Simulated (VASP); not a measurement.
Band structure of Li$_{2}$O (antifluorite). Method: RPBE GGA, VASP's PBE PAW potentials (set 64) (plane waves; VASP 6.6.1).

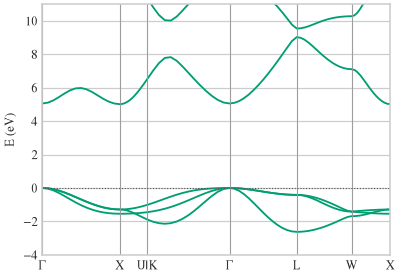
*Bands along high-symmetry lines, zero at the valence-band maximum or, without a gap, the Fermi level*

Q: Read the plot: is there a gap, and where are the band edges?

A: The gap is indirect, 5.01 eV, from the valence maximum at Γ to the conduction minimum at X. (Edges off the drawn lines would not show.)

Measured: gap 8.00 eV (computed value off by -2.99 eV), as given by Das et al., (2018), arXiv:1807.05623.

The compound is Li2O in the antifluorite structure. It was relaxed first.
